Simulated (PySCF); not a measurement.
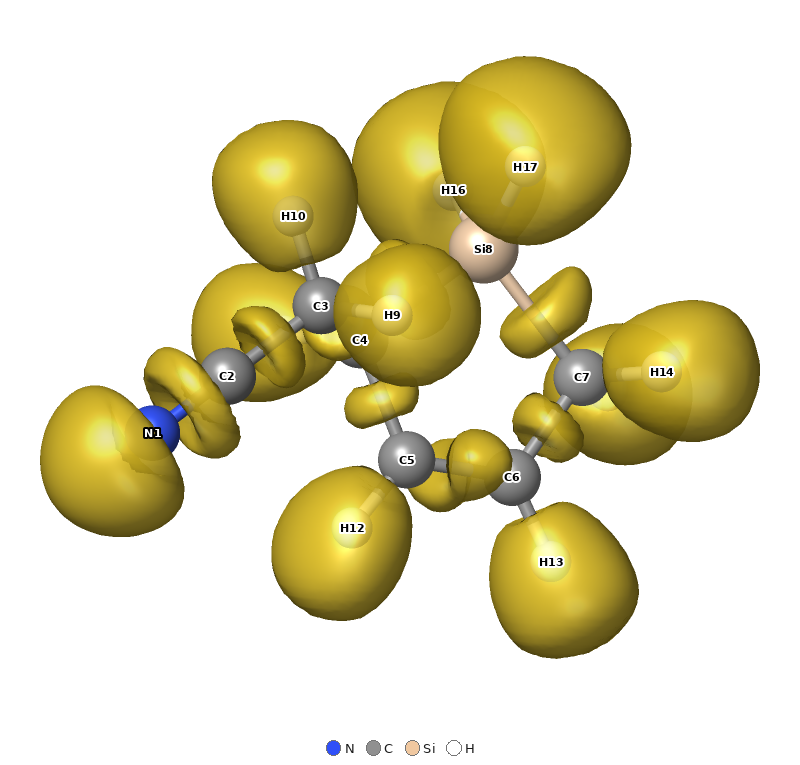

The picture shows: C₆H₉NSi. Isosurface of the ELF at 0.8 (yellow), seen at a tilt. Only the valence region is drawn (cores and ρ < 0.01 e/Å³ removed).

Geometry: GFN2-xTB.

The calculation used CAM-B3LYP/def2-SVPD, SCF density, gas phase (PySCF 2.14.0).

```xyz
17

N     3.7411    0.8625   -0.1863
C     2.8463    0.1862    0.0379
C     1.7021   -0.6512    0.2860
C     0.4904   -0.1813   -0.5394
C     0.0598    1.1953   -0.1126
C    -1.1802    1.3792    0.3049
C    -2.1255    0.2137    0.3294
Si   -1.0826   -1.2538   -0.2941
H     1.4678   -0.6157    1.3536
H     1.9650   -1.6793    0.0210
H     0.8033   -0.1446   -1.5887
H     0.7908    1.9906   -0.1508
H    -1.5474    2.3430    0.6272
H    -2.5199    0.0745    1.3377
H    -2.9882    0.4237   -0.3050
H    -1.5538   -1.8372   -1.5509
H    -0.8758   -2.2936    0.7190
```

Question: Describe the localisation domains.

Answer: At this value the surface marks out five regions between bonded C–C atoms (shared pairs), one region between bonded C–N atoms (shared pairs), two regions between bonded C–Si atoms (shared pairs), nine regions around hydrogen nuclei and one lobe on N, pointing away from the bonds (lone pairs). Profiles from the grid: C–N (1.14 Å): the ELF peaks at about 0.85 between the atoms: a short, multiple covalent bond. C–C (1.32 Å): the ELF peaks at about 0.95 between the atoms: a short, multiple covalent bond.
